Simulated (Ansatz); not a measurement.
# Cl₂GaHO + H₂: a complex and its separated parts, part 2 of 2

Ansatz 0.2.0, Gaussian basis.

## 14. wB97X-V/def2-TZVPP

The inputs:

parta/in.yaml

```yaml
crystal:
  periodic: [false, false, false]
  atoms:
    - {symbol: Ga, position_ang: [-0.345676, 0.701169, -0.255424]}
    - {symbol: O, position_ang: [1.400833, 0.730059, -0.505438]}
    - {symbol: Cl, position_ang: [-1.617879, -0.311149, -1.621284]}
    - {symbol: Cl, position_ang: [-1.147004, 1.691114, 1.425853]}
    - {symbol: H, position_ang: [1.673979, 0.254491, -1.294625]}
basis:
  gaussian: {orbitals: def2-TZVPP}
hamiltonian: {xc: {name: wB97X-V}}
```

partb/in.yaml

```yaml
crystal:
  periodic: [false, false, false]
  atoms:
    - {symbol: H, position_ang: [0.368783, -1.419002, 1.180915]}
    - {symbol: H, position_ang: [-0.333135, -1.646681, 1.070106]}
basis:
  gaussian: {orbitals: def2-TZVPP}
hamiltonian: {xc: {name: wB97X-V}}
```

Each run has its own folder and the same command.

Launch:

```
$ ansatz run in.yaml --threads 4 --pin off --events-out ev --progress --plain --max-ram 9574MiB
```

parta printed, cut to the lines that bear on the results:

```text
Functional definition: wB97X-V
  name "wB97X-V"
  cite "Mardirossian & Head-Gordon, Phys. Chem. Chem. Phys. 16, 9904 (2014) doi:10.1039/C3CP54374A"
  cite "Becke, J. Chem. Phys. 107, 8554 (1997) doi:10.1063/1.475007"
  cite "Vydrov & Van Voorhis, J. Chem. Phys. 133, 244103 (2010) doi:10.1063/1.3521275"
[...]
      + integral(e_c_pw_opposite_spin*poly(b97_u_opposite, cos0, cos1)) + vv10(b, c)
1233 factors; their error is unknown
208 factors; integrals over basis functions are off by at most 3.3e-5 eV
[...]
mean field -79483.07616950 eV, -2920.9491736651 hartree, gradient 3.5e-5 eV, S^2 0.000000; 0 other end points of the search recorded, 0 dependent functions left out
reference -79483.07616783 eV, -2920.9491736037 hartree; 37, 37 occupied and 140, 140 virtual orbitals, 1233 factors
Total energy: -79483.07616783 eV, -2920.9491736037 hartree
```

Output in partb, cut to the lines that bear on the results:

```text
[... 5 set-up lines as earlier in the session ...]
[...]
      + integral(e_c_pw_opposite_spin*poly(b97_u_opposite, cos0, cos1)) + vv10(b, c)
118 factors; their error is unknown
42 factors; integrals over basis functions are off by at most 3.0e-5 eV
[...]
mean field -31.90859794 eV, -1.1726193457 hartree, gradient 8.8e-5 eV, S^2 0.000000; 0 other end points of the search recorded, 0 dependent functions left out
reference -31.90859694 eV, -1.1726193090 hartree; 1, 1 occupied and 27, 27 virtual orbitals, 118 factors
Total energy: -31.90859694 eV, -1.1726193090 hartree
```

Times: 4.6 s (parta), 0.15 s (partb) on 4 threads of Arm Neoverse V2, shared host.

## 15. wB97M-V/def2-TZVPP

Each input of step 14 (parta, partb) changes in the same lines:

```diff
-hamiltonian: {xc: {name: wB97X-V}}
+hamiltonian: {xc: {name: wB97M-V}}
```

Each run has its own folder and the same command.

Launch:

```
$ ansatz run in.yaml --threads 4 --pin off --events-out ev --progress --plain --max-ram 9574MiB
```

parta printed, cut to the lines that bear on the results:

```text
Functional definition: wB97M-V
  name "wB97M-V"
  cite "Mardirossian & Head-Gordon, J. Chem. Phys. 144, 214110 (2016) doi:10.1063/1.4952647"
[... 2 set-up lines as earlier in the session ...]
  # Of w^i u^j: cxij and so on, Table III.
[...]
  gx(w, u) = 1 - cx + cx01*u + cx10*w
[...]
      + integral(e_c_pw_mod_opposite_spin*gos(b97_w_opposite, b97_u_opposite)) + vv10(b, c)
1233 factors; their error is unknown
208 factors; integrals over basis functions are off by at most 3.3e-5 eV
[...]
mean field -79487.78516898 eV, -2921.1222262040 hartree, gradient 3.9e-5 eV, S^2 0.000000; 0 other end points of the search recorded, 0 dependent functions left out
reference -79487.78520963 eV, -2921.1222276978 hartree; 37, 37 occupied and 140, 140 virtual orbitals, 1233 factors
Total energy: -79487.78520963 eV, -2921.1222276978 hartree
```

Output in partb, cut to the lines that bear on the results:

```text
[... 5 set-up lines as earlier in the session ...]
  # Of w^i u^j: cxij and so on, Table III.
[...]
  gx(w, u) = 1 - cx + cx01*u + cx10*w
[...]
      + integral(e_c_pw_mod_opposite_spin*gos(b97_w_opposite, b97_u_opposite)) + vv10(b, c)
118 factors; their error is unknown
42 factors; integrals over basis functions are off by at most 3.0e-5 eV
[...]
mean field -31.60110985 eV, -1.1613193670 hartree, gradient 7.3e-6 eV, S^2 0.000000; 0 other end points of the search recorded, 0 dependent functions left out
reference -31.60113411 eV, -1.1613202584 hartree; 1, 1 occupied and 27, 27 virtual orbitals, 118 factors
Total energy: -31.60113411 eV, -1.1613202584 hartree
```

Wall times: 6 s (parta), 0.15 s (partb) on 4 threads of Arm Neoverse V2, shared host.

## 16. B2PLYP/def2-TZVPP

Each input of step 15 (parta, partb) changes in the same lines:

```diff
-hamiltonian: {xc: {name: wB97M-V}}
+hamiltonian: {xc: {name: B2PLYP}}
```

The same command starts each run, in its folder.

Launch:

```
$ ansatz run in.yaml --threads 4 --pin off --events-out ev --progress --plain --max-ram 9574MiB
```

parta printed, cut to the lines that bear on the results:

```text
Functional definition: B2PLYP
  name "B2PLYP"
  cite "Grimme, J. Chem. Phys. 124, 034108 (2006) doi:10.1063/1.2148954"
[... 2 set-up lines as earlier in the session ...]
[...]
1103 factors; integrals over basis functions are off by at most 9.9e-4 eV
[...]
mean field -79466.69369295 eV, -2920.3471287563 hartree, gradient 7.5e-6 eV, S^2 0.000000; 0 other end points of the search recorded, 0 dependent functions left out
20 core orbitals not correlated: weight in the atoms' cores, before any rotation towards them, 1.000 or more for the frozen orbitals, at most 0.000 for the correlated occupied ones
reference -79466.69384976 eV, -2920.3471345188 hartree; 17, 17 occupied and 140, 140 virtual orbitals, 1103 factors
second order -27.67367228 eV of doubles, -0.00000000 eV of singles
Total energy: -79474.16574127 eV, -2920.6217214674 hartree
```

partb printed, cut to the lines that bear on the results:

```text
[... 5 set-up lines as earlier in the session ...]
[...]
145 factors; integrals over basis functions are off by at most 7.4e-4 eV
[...]
mean field -31.55848475 eV, -1.1597529236 hartree, gradient 1.1e-6 eV, S^2 0.000000; 0 other end points of the search recorded, 0 dependent functions left out
reference -31.55857417 eV, -1.1597562096 hartree; 1, 1 occupied and 27, 27 virtual orbitals, 145 factors
second order -1.02367066 eV of doubles, -0.00000000 eV of singles
Total energy: -31.83496525 eV, -1.1699133944 hartree
```

Times: 3.4 s (parta), 0.1 s (partb) on 4 threads of Arm Neoverse V2, shared host.

## 17. PBE-QIDH/def2-TZVPP

The same edit goes into each in.yaml of step 16 (parta, partb):

```diff
-hamiltonian: {xc: {name: B2PLYP}}
+hamiltonian: {xc: {name: PBE-QIDH}}
```

Each run has its own folder and the same command.

Launch:

```
$ ansatz run in.yaml --threads 4 --pin off --events-out ev --progress --plain --max-ram 9574MiB
```

parta printed, cut to the lines that bear on the results:

```text
Functional definition: PBE-QIDH
  name "PBE-QIDH"
  cite "Brémond, Sancho-García, Pérez-Jiménez & Adamo, J. Chem. Phys. 141, 031101 (2014) doi:10.1063/1.4890314"
[... 1 set-up line as earlier in the session ...]
[...]
1103 factors; integrals over basis functions are off by at most 9.9e-4 eV
[...]
mean field -79452.69621237 eV, -2919.8327308327 hartree, gradient 6.9e-6 eV, S^2 0.000000; 0 other end points of the search recorded, 0 dependent functions left out
20 core orbitals not correlated: weight in the atoms' cores, before any rotation towards them, 1.000 or more for the frozen orbitals, at most 0.000 for the correlated occupied ones
reference -79452.69622336 eV, -2919.8327312366 hartree; 17, 17 occupied and 140, 140 virtual orbitals, 1103 factors
second order -25.57083879 eV of doubles, -0.00000000 eV of singles
Total energy: -79461.21983629 eV, -2920.1459682342 hartree
```

partb printed, cut to the lines that bear on the results:

```text
[... 4 set-up lines as earlier in the session ...]
[...]
145 factors; integrals over basis functions are off by at most 7.4e-4 eV
[...]
mean field -31.52724386 eV, -1.1586048421 hartree, gradient 1.4e-6 eV, S^2 0.000000; 0 other end points of the search recorded, 0 dependent functions left out
reference -31.52725028 eV, -1.1586050780 hartree; 1, 1 occupied and 27, 27 virtual orbitals, 145 factors
second order -0.95921033 eV of doubles, -0.00000000 eV of singles
Total energy: -31.84698706 eV, -1.1703551877 hartree
```

Wall times: 3.3 s (parta), 0.1 s (partb) on 4 threads of Arm Neoverse V2, shared host.

## 18. RPA on PBE/def2-TZVPP

The same edit goes into each in.yaml of step 17 (parta, partb):

```diff
-hamiltonian: {xc: {name: PBE-QIDH}}
+hamiltonian: {xc: pbe}
+correlation: {method: rpa}
```

Each run has its own folder and the same command.

Launch:

```
$ ansatz run in.yaml --threads 4 --pin off --events-out ev --progress --plain --max-ram 9574MiB
```

parta printed, cut to the lines that bear on the results:

```text
[... 4 set-up lines as earlier in the session ...]
[...]
1103 factors; integrals over basis functions are off by at most 9.9e-4 eV
[...]
mean field -79471.99296860 eV, -2920.5418735443 hartree, gradient 1.5e-6 eV, S^2 0.000000; 0 other end points of the search recorded, 0 dependent functions left out
20 core orbitals not correlated: weight in the atoms' cores, before any rotation towards them, 1.000 or more for the frozen orbitals, at most 0.000 for the correlated occupied ones
reference -79398.56730446 eV, -2917.8435301570 hartree; 17, 17 occupied and 140, 140 virtual orbitals, 1103 factors
Total energy: -79433.82320338 eV, -2919.1391605451 hartree
```

partb printed, cut to the lines that bear on the results:

```text
[... 4 set-up lines as earlier in the session ...]
[...]
145 factors; integrals over basis functions are off by at most 7.4e-4 eV
[...]
mean field -31.73222105 eV, -1.1661376147 hartree, gradient 1.4e-6 eV, S^2 0.000000; 0 other end points of the search recorded, 0 dependent functions left out
reference -30.80638912 eV, -1.1321139187 hartree; 1, 1 occupied and 27, 27 virtual orbitals, 145 factors
Total energy: -32.86230308 eV, -1.2076673633 hartree
```

Times: 2.8 s (parta), 0.1 s (partb) on 4 threads of Arm Neoverse V2, shared host.

## 19. CCSD(T)/def2-TZVPP

The same edit goes into each in.yaml of step 18 (parta, partb):

```diff
-hamiltonian: {xc: pbe}
-correlation: {method: rpa}
+correlation: {method: ccsd_t}
```

One command serves all of them, each in its own folder.

Launch:

```
$ ansatz run in.yaml --threads 4 --pin off --events-out ev --progress --plain --max-ram 9574MiB
```

Log of parta, cut to the lines that bear on the results:

```text
Functional definition: HF
  name "HF"
  cite "Fock, Z. Phys. 61, 126 (1930) doi:10.1007/BF01340294"
[... 1 set-up line as earlier in the session ...]
[...]
1103 factors; integrals over basis functions are off by at most 9.9e-4 eV
[...]
mean field -79400.41031105 eV, -2917.9112593998 hartree, gradient 2.8e-6 eV, S^2 0.000000; 0 other end points of the search recorded, 0 dependent functions left out
20 core orbitals not correlated: weight in the atoms' cores, before any rotation towards them, 1.000 or more for the frozen orbitals, at most 0.000 for the correlated occupied ones
reference -79400.41031105 eV, -2917.9112593998 hartree; 17, 17 occupied and 140, 140 virtual orbitals, 1103 factors
second order -22.65836820 eV of doubles, -0.00000000 eV of singles
cycle   1  -22.64086262 eV  change    1.8e-2 eV  update   1.1e-1
[...]
cycle   9  -23.30967134 eV  change   -2.9e-5 eV  update   2.3e-5
perturbative correction -0.97030686 eV, -0.0356581194 hartree
Total energy: -79424.69028925 eV, -2918.8035321412 hartree
```

Log of partb, cut to the lines that bear on the results:

```text
[... 4 set-up lines as earlier in the session ...]
[...]
145 factors; integrals over basis functions are off by at most 7.4e-4 eV
[...]
mean field -30.82769393 eV, -1.1328968561 hartree, gradient 4.3e-7 eV, S^2 0.000000; 0 other end points of the search recorded, 0 dependent functions left out
reference -30.82769393 eV, -1.1328968561 hartree; 1, 1 occupied and 27, 27 virtual orbitals, 145 factors
second order -0.86257746 eV of doubles, -0.00000000 eV of singles
cycle   1  -1.00723487 eV  change   -1.4e-1 eV  update   2.6e-2
[...]
cycle   7  -1.07308675 eV  change    7.9e-7 eV  update   4.2e-7
perturbative correction 0.00000000 eV, 0.0000000000 hartree
Total energy: -31.90078067 eV, -1.1723320666 hartree
```

Times: 40 s (parta), 0.1 s (partb) on 4 threads of Arm Neoverse V2, shared host; peak memory 1.6 GiB.

## 20. Vibrations of Cl₂GaHO

Contents of vib-parta/in.yaml:

```yaml
crystal:
  periodic: [false, false, false]
  atoms:
    - {symbol: Ga, position_ang: [-0.345676, 0.701169, -0.255424]}
    - {symbol: O, position_ang: [1.400833, 0.730059, -0.505438]}
    - {symbol: Cl, position_ang: [-1.617879, -0.311149, -1.621284]}
    - {symbol: Cl, position_ang: [-1.147004, 1.691114, 1.425853]}
    - {symbol: H, position_ang: [1.673979, 0.254491, -1.294625]}
basis:
  gaussian: {orbitals: def2-TZVP}
hamiltonian: {xc: pbe0, dispersion: d4}
phonons: {temperatures: {t_min: 298.15, t_max: 900, t_step: 200}}
```

Launch:

```
$ ansatz run in.yaml --threads 4 --pin off --events-out ev --progress --plain --max-ram 9574MiB
```

What it wrote, cut to the lines that bear on the results:

```text
[... 5 set-up lines as earlier in the session ...]
[...]
1144 factors; their error is unknown
[...]
mean field -79475.00564534 eV, -2920.6525873728 hartree, gradient 4.9e-5 eV, S^2 0.000000; 0 other end points of the search recorded, 0 dependent functions left out
[...]
Atom 2 at    -1.617879    -0.311149    -1.621284 Å, force     0.000243     0.000331     0.000460 eV/Å
Atom 3 at    -1.147004     1.691114     1.425853 Å, force    -0.000602    -0.000284    -0.000273 eV/Å
Atom 4 at     1.673979     0.254491    -1.294625 Å, force    -0.000196     0.000177     0.000487 eV/Å
Dipole moment:     0.138373    -0.135052    -0.234384 e Å
Vibrations: 123.78 161.26 161.50 364.12 404.44 466.15 728.76 869.80 3886.95 cm⁻¹, zero-point energy 0.444283 eV
```

Wall time 57 s (4 threads of Arm Neoverse V2, shared host).

The modes, with what each moves most:

| mode | wavenumber (cm⁻¹) | character |
| --- | --- | --- |
| 1 | 124 | bend |
| 2 | 161 | out-of-plane bend with torsion |
| 3 | 162 | bend |
| 4 | 364 | torsion |
| 5 | 404 | Ga–Cl stretch |
| 6 | 466 | Ga–Cl stretch |
| 7 | 729 | Ga–O stretch |
| 8 | 870 | bend |
| 9 | 3887 | O–H stretch |

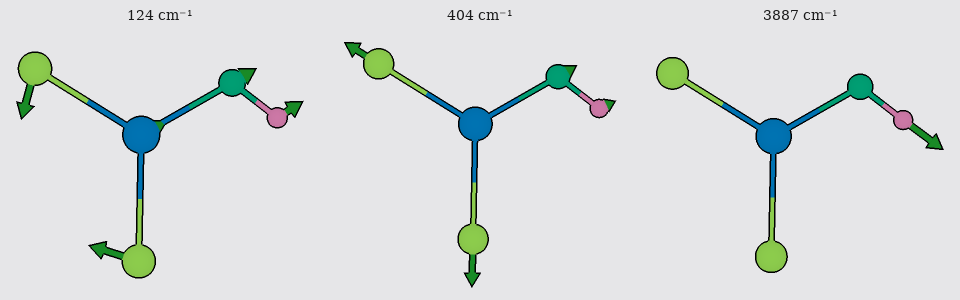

How the atoms move in 3 of the modes.

Vibrational sums (real modes only):

```csv
T (K),entropy (J/mol/K),heat capacity (J/mol/K)
298,47.4,47.5
498,74.6,57.6
698,94.8,61.7
898,110.7,64.0
```

## 21. Vibrations of H₂

Contents of vib-partb/in.yaml:

```yaml
crystal:
  periodic: [false, false, false]
  atoms:
    - {symbol: H, position_ang: [0.368783, -1.419002, 1.180915]}
    - {symbol: H, position_ang: [-0.333135, -1.646681, 1.070106]}
basis:
  gaussian: {orbitals: def2-TZVP}
hamiltonian: {xc: pbe0, dispersion: d4}
phonons: {temperatures: {t_min: 298.15, t_max: 900, t_step: 200}}
```

Launch:

```
$ ansatz run in.yaml --threads 4 --pin off --events-out ev --progress --plain --max-ram 9574MiB
```

What it wrote, cut to the lines that bear on the results:

```text
[... 5 set-up lines as earlier in the session ...]
[...]
88 factors; their error is unknown
[...]
mean field -31.78865263 eV, -1.1682114369 hartree, gradient 1.8e-5 eV, S^2 0.000000; 0 other end points of the search recorded, 0 dependent functions left out
[...]
reference -31.78856282 eV, -1.1682081366 hartree; 1, 1 occupied and 11, 11 virtual orbitals, 88 factors
Total energy: -31.79027505 eV, -1.1682710600 hartree
Atom 0 at     0.368783    -1.419002     1.180915 Å, force    -0.002620    -0.000850    -0.000414 eV/Å
Atom 1 at    -0.333135    -1.646681     1.070106 Å, force     0.002620     0.000850     0.000414 eV/Å
Dipole moment:     0.000000    -0.000000    -0.000000 e Å
Vibrations: 4413.99 cm⁻¹, zero-point energy 0.273633 eV
```

It took 0.2 s on 4 threads of Arm Neoverse V2, shared host.

The modes, with what each moves most:

```csv
mode,wavenumber (cm⁻¹),character
1,4414,H–H stretch
```

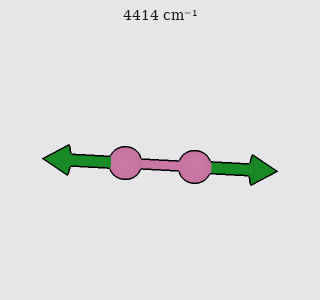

Displacements of 1 modes, as arrows.

Vibrational sums (real modes only):

| T (K) | entropy (J/mol/K) | heat capacity (J/mol/K) |
| --- | --- | --- |
| 298 | 0.0 | 0.0 |
| 498 | 0.0 | 0.0 |
| 698 | 0.0 | 0.1 |
| 898 | 0.1 | 0.4 |

## 22. Complex less separated parts

The complex's own energies come from single points at the same levels.

Rows are in def2-TZVPP; times add the 3 runs of a level on a shared host, so small differences are noise.

Differences are taken before rounding.

```
      method                    rung  complex less parts (eV)  from CCSD(T) (eV)     time
       SPW92                     LDA                   -0.153             -0.094      2 s
      PBE-D4                     GGA                   -0.070             -0.011    3.1 s
     BLYP-D4                     GGA                   -0.035             +0.024    3.1 s
   r2SCAN-D4                meta-GGA                   -0.071             -0.013    7.4 s
      B97M-V                meta-GGA                   -0.061             -0.003     15 s
     PBE0-D4                  hybrid                   -0.076             -0.018    5.1 s
    B3LYP-D4                  hybrid                   -0.052             +0.006    4.7 s
  r2SCAN0-D4                  hybrid                   -0.081             -0.022    8.5 s
    BHLYP-D4                  hybrid                   -0.070             -0.011    4.8 s
CAM-B3LYP-D4  range-separated hybrid                   -0.063             -0.005    5.3 s
     wB97X-V  range-separated hybrid                   -0.072             -0.014     11 s
     wB97M-V  range-separated hybrid                   -0.074             -0.015     14 s
      B2PLYP           double hybrid                   -0.023             +0.036    7.9 s
    PBE-QIDH           double hybrid                   -0.060             -0.001    7.9 s
  RPA on PBE                     RPA                   -0.034             +0.025    6.6 s
Hartree-Fock            wavefunction                    0.009             +0.067         
         MP2            wavefunction                   -0.058              0.000         
        CCSD            wavefunction                   -0.053             +0.006         
     CCSD(T)            wavefunction                   -0.059                  0  2.1 min
```

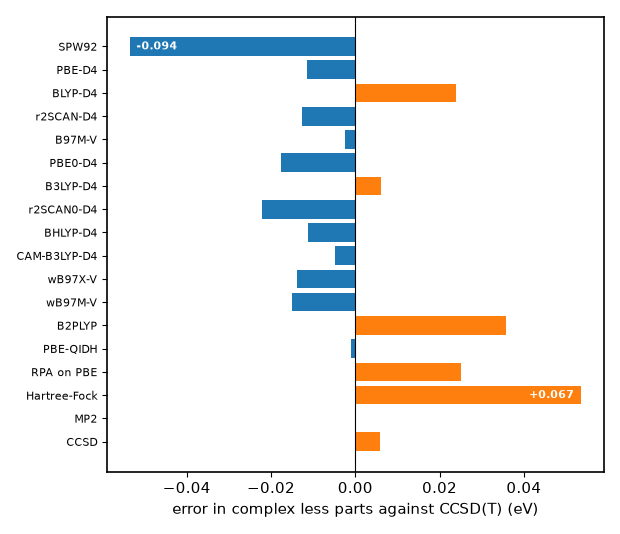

Error of each method against CCSD(T). Bars with a number in them are cut short.

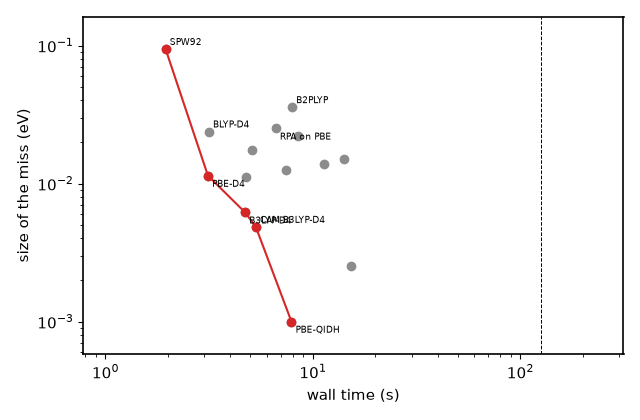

Accuracy for the time spent; red marks the levels that beat every quicker one drawn (of those quicker than the yardstick), and the dashed line is the time of CCSD(T). Only those levels and the largest misses are named. Misses under 0.001 eV are drawn at that value. Times are from a shared host.

PBE-QIDH reaches 0.001 eV from the reference in 7.9 s, where CCSD(T) took 2.1 min; the quickest level in the cost chart, SPW92, takes 2 s and misses by 0.094 eV.

The complex's zero-point energy, from a separate PBE0-D4 run, is 0.779 eV.

## 23. Outcome

What follows sums up all 2 parts.

```
                              quantity      value
complex less parts, CCSD(T)/def2-TZVPP  -0.059 eV
                with zero-point energy  +0.002 eV
                 largest T1 diagnostic      0.012
```

In words: At CCSD(T) the complex lies 0.059 eV below its parts. Among the functionals PBE-QIDH lands nearest to CCSD(T) (-0.001 eV) and SPW92 farthest (-0.094 eV). By rung, the mean size of the error is: LDA 0.094, GGA 0.018, meta-GGA 0.008, hybrid 0.014, range-separated hybrid 0.011, double hybrid 0.018 eV. The double hybrids carry no dispersion term here, unlike the levels marked D4 or V. PBE-D4 gives a relative energy 0.011 eV too low, an error of 19 % of the reference. No counterpoise was applied, and triple zeta lacks some correlation, so the CCSD(T) reference has a basis error of its own, and close matches with it are partly luck.
